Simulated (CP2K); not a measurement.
# PBE/DZVP-MOLOPT-SR-GTH (core potential) run of AlSbH3F (SMILES [F][AlH][SbH2])

Aim: the energy change on altering one bond length of AlSbH3F at PBE/DZVP-MOLOPT-SR-GTH (core potential), from 2 runs. 

Program for the calculation: CP2K 2026.2.

1 further run of the same task is left out (set aside as unsound or not needed).

### Step 1. Starting point

The species is AlSbH3F (6 atoms), meant as a singlet with charge 0. SMILES: `[F][AlH][SbH2]`. Geometry: relaxed at PBE0-D4/def2-TZVP. This is one conformer, not always the lowest.

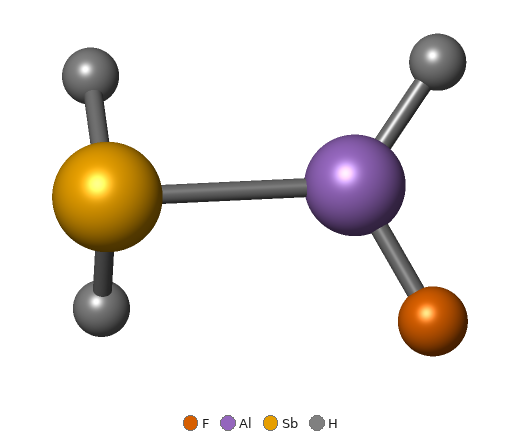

Viewed from a chosen angle; fluorine orange, aluminium purple, antimony amber, hydrogen grey.

### Step 2. The energy at PBE/DZVP-MOLOPT-SR-GTH (core potential)

The input, molecule.xyz:

```xyz
6

F     -1.114600    -1.632400     1.262300
Al    -0.336100    -1.039300    -0.069800
Sb     1.279900     1.003700     0.334800
H     -0.594800    -1.800700    -1.431700
H      0.842100     1.592000    -1.209900
H     -0.034400     1.812900     1.068100
```

The input, calc.inp:

```
&GLOBAL
  PROJECT_NAME calc
  RUN_TYPE ENERGY
  PRINT_LEVEL MEDIUM
&END
&FORCE_EVAL
  METHOD Quickstep
  &DFT
    BASIS_SET_FILE_NAME BASIS_MOLOPT
    POTENTIAL_FILE_NAME GTH_POTENTIALS
    CHARGE 0
    MULTIPLICITY 1
    &QS
      METHOD GPW
      EPS_DEFAULT 1.0E-10
    &END
    # real-space grids
    &MGRID
      CUTOFF 400
      REL_CUTOFF 50
      NGRIDS 4
    &END
    # no periodic images
    &POISSON
      PERIODIC NONE
      POISSON_SOLVER MULTIPOLE
    &END
    # self-consistent field
    &SCF
      SCF_GUESS ATOMIC
      EPS_SCF 1.0E-06
      MAX_SCF 40
      &OT ON
        MINIMIZER DIIS
        PRECONDITIONER FULL_ALL
      &END
      &OUTER_SCF
        EPS_SCF 1.0E-06
        MAX_SCF 8
      &END
    &END
    &XC
      &XC_FUNCTIONAL PBE
      &END
    &END
    # extra output
    &PRINT
      &MOMENTS
        PERIODIC F
        REFERENCE COM
        MAX_MOMENT 1
      &END
      &MO_CUBES
        NLUMO 5
        NHOMO -1
        WRITE_CUBE F
      &END
      &HIRSHFELD OFF
      &END
    &END
  &END
  # atoms, cell and kinds
  &SUBSYS
    # vacuum box
    &CELL
      ABC [angstrom] 9.4 10.6 9.7
      PERIODIC NONE
    &END
    &TOPOLOGY
      COORD_FILE_NAME molecule.xyz
      COORD_FILE_FORMAT XYZ
      &CENTER_COORDINATES
      &END
    &END
    &KIND F
      BASIS_SET DZVP-MOLOPT-SR-GTH-q7
      POTENTIAL GTH-PBE-q7
    &END
    &KIND Al
      BASIS_SET DZVP-MOLOPT-SR-GTH-q3
      POTENTIAL GTH-PBE-q3
    &END
    &KIND Sb
      BASIS_SET DZVP-MOLOPT-SR-GTH-q5
      POTENTIAL GTH-PBE-q5
    &END
    &KIND H
      BASIS_SET DZVP-MOLOPT-SR-GTH-q1
      POTENTIAL GTH-PBE-q1
    &END
  &END
&END
```

Started as:

```console
$ OMP_NUM_THREADS=1 cp2k.psmp calc.inp > calc.out
```

The program printed, cut to the lines that bear on the results:

```text
CP2K| version string:                                       CP2K version 2026.2
[...]
 GLOBAL| Method name                                                        CP2K
[...]
 GLOBAL| Run type                                                         ENERGY
[...]
 DFT| Spin restricted Kohn-Sham (RKS) calculation                            RKS
 DFT| Multiplicity                                                             1
[...]
 DFT| Charge                                                                   0
[...]
 FUNCTIONAL| PBE:
 QS| Method:                                                                 GPW
[...]
 QS| Density cutoff [a.u.]:                                                200.0
[...]
 QS| Relative density cutoff [a.u.]:                                        25.0
[...]
                             - Atoms:                                          6
[...]
                             - Spherical basis functions:                     54
[...]
 Number of electrons:                                                         18
[...]
     1 OT DIIS     0.15E+00    7.7     0.17821106       -32.7098530138 -3.27E+01
[...]
    23 OT DIIS     0.15E+00    3.7     0.00000089       -33.5925556844 -2.86E-11
  *** SCF run converged in    23 steps ***
[...]
  Overlap energy of the core charge distribution:               0.00000067219860
  Self energy of the core charge distribution:                -86.13891957740952
  Core Hamiltonian energy:                                     23.29055449280813
  Hartree energy:                                              37.11254581222884
  Exchange-correlation energy:                                 -7.85673708420999
  Total energy:                                               -33.59255568438394
[...]
                     Mulliken Population Analysis
 #  Atom  Element  Kind  Atomic population                           Net charge
       1     F        1          7.412135                             -0.412135
       2     Al       2          2.670890                              0.329110
       3     Sb       3          5.153224                             -0.153224
       4     H        4          0.928238                              0.071762
       5     H        4          0.920251                              0.079749
       6     H        4          0.915262                              0.084738
 # Total charge                             18.000000                 -0.000000
[...]
  Dipole moment [Debye]
    X=  0.5007821E+00 Y=  0.7574104E+00 Z= -0.1291876E+01  Total=      1.5790490
[...]
 HOMO - LUMO gap [eV] :    4.061000
 ENERGY| Total FORCE_EVAL ( QS ) energy [hartree]            -33.592555684383939
[...]
```

Wall time 1.9 min (1 thread of Intel Xeon at 2.50GHz (Skylake/Cascade Lake), shared host); peak memory 0.81 GiB.

### Step 3. The distorted shape at the same level

The input, job.inp:

```
&GLOBAL
    PROJECT job
    RUN_TYPE ENERGY
    PRINT_LEVEL MEDIUM
&END GLOBAL

&FORCE_EVAL
    METHOD QS
    &DFT
        BASIS_SET_FILE_NAME BASIS_MOLOPT
        POTENTIAL_FILE_NAME GTH_POTENTIALS
        &QS
            METHOD GPW
            EPS_DEFAULT 1.0E-10
        &END QS
        &MGRID
            CUTOFF 400
            REL_CUTOFF 50
            NGRIDS 4
        &END MGRID
        &POISSON
            PERIODIC NONE
            POISSON_SOLVER MULTIPOLE
        &END POISSON
        &SCF
            SCF_GUESS ATOMIC
            EPS_SCF 1.0E-06
            MAX_SCF 100
            ADDED_MOS 10
            &DIAGONALIZATION
                ALGORITHM STANDARD
            &END DIAGONALIZATION
            &MIXING
                METHOD PULAY_MIXING
                ALPHA 0.2
                NBUFFER 8
            &END MIXING
        &END SCF
        &XC
            &XC_FUNCTIONAL PBE
            &END XC_FUNCTIONAL
        &END XC
        # extra output
        &PRINT
            &MOMENTS
                PERIODIC F
                REFERENCE COM
                MAX_MOMENT 1
            &END MOMENTS
            &MO ON
                ENERGIES T
                OCCUPATION_NUMBERS T
                NDIGITS 6
                &EACH
                    QS_SCF 0
                &END EACH
                ADD_LAST NUMERIC
            &END MO
            &HIRSHFELD OFF
            &END HIRSHFELD
        &END PRINT
    &END DFT
    # structure
    &SUBSYS
        &CELL
            ABC 9.4 11.2 10.8
            PERIODIC NONE
        &END CELL
        &COORD
            F     -0.907634    -1.023262     2.351853
            Al    -0.129134    -0.430162     1.019753
            Sb     1.486866     1.612838     1.424353
            H     -0.594800    -1.800700    -1.431700
            H      1.049066     2.201138    -0.120347
            H      0.172566     2.422038     2.157653
        &END COORD
        &TOPOLOGY
            &CENTER_COORDINATES
            &END CENTER_COORDINATES
        &END TOPOLOGY
        &KIND F
            BASIS_SET DZVP-MOLOPT-SR-GTH-q7
            POTENTIAL GTH-PBE-q7
        &END KIND
        &KIND Al
            BASIS_SET DZVP-MOLOPT-SR-GTH-q3
            POTENTIAL GTH-PBE-q3
        &END KIND
        &KIND Sb
            BASIS_SET DZVP-MOLOPT-SR-GTH-q5
            POTENTIAL GTH-PBE-q5
        &END KIND
        &KIND H
            BASIS_SET DZVP-MOLOPT-SR-GTH-q1
            POTENTIAL GTH-PBE-q1
        &END KIND
    &END SUBSYS
&END FORCE_EVAL
```

Started as:

```console
$ OMP_NUM_THREADS=1 cp2k.psmp -i job.inp > job.out 2>&1
```

The program printed, cut to the lines that bear on the results:

```text
CP2K| version string:                                       CP2K version 2026.2
[...]
 GLOBAL| Method name                                                        CP2K
[...]
 GLOBAL| Run type                                                         ENERGY
[...]
 DFT| Spin restricted Kohn-Sham (RKS) calculation                            RKS
 DFT| Multiplicity                                                             1
[...]
 DFT| Charge                                                                   0
[...]
 FUNCTIONAL| PBE:
 QS| Method:                                                                 GPW
[...]
 QS| Density cutoff [a.u.]:                                                200.0
[...]
 QS| Relative density cutoff [a.u.]:                                        25.0
[...]
                             - Atoms:                                          6
[...]
                             - Spherical basis functions:                     54
[...]
 Number of electrons:                                                         18
[...]
     1 NoMix/Diag. 0.20E+00    6.6     0.55148017       -33.0169125088 -3.30E+01
[...]
    18 Pulay/Diag. 0.20E+00    9.7     0.00000097       -33.4728455298  1.04E-06
  *** SCF run converged in    18 steps ***
[...]
  Overlap energy of the core charge distribution:               0.00000067090890
  Self energy of the core charge distribution:                -86.13891957740952
  Core Hamiltonian energy:                                     23.18925722329890
  Hartree energy:                                              37.23246528072143
  Exchange-correlation energy:                                 -7.75564912730762
  Total energy:                                               -33.47284552978793
[...]
  Dipole moment [Debye]
    X=  0.9732930E+00 Y=  0.1424679E+01 Z= -0.9716101E+00  Total=      1.9801607
 ENERGY| Total FORCE_EVAL ( QS ) energy [hartree]            -33.472845529787925
[...]
```

Wall time 3.2 min (1 thread of Intel Xeon at 2.50GHz (Skylake/Cascade Lake), shared host); peak memory 1.5 GiB.

### Step 4. Summary of results

Level: PBE/DZVP-MOLOPT-SR-GTH (core potential).

```
                                                          quantity         value
                                         first shape: total energy  -33.59256 Eh
                                        first shape: dipole moment        1.58 D
                                          first shape: HOMO energy      -6.03 eV
                                          first shape: LUMO energy      -1.97 eV
                                        first shape: HOMO–LUMO gap       4.06 eV
                                     distorted shape: total energy  -33.47285 Eh
                                    distorted shape: dipole moment        1.98 D
                                      distorted shape: HOMO energy      -5.16 eV
                                      distorted shape: LUMO energy      -2.80 eV
                                    distorted shape: HOMO–LUMO gap       2.37 eV
energy change with the Al2–H4 bond stretched from 1.582 to 2.847 Å      3.257 eV
```

**Reading.** With the Al2–H4 bond stretched from 1.582 to 2.847 Å the energy rises by 3.26 eV (75 kcal/mol). The first shape isn't relaxed at this level, so the change isn't measured from a minimum.
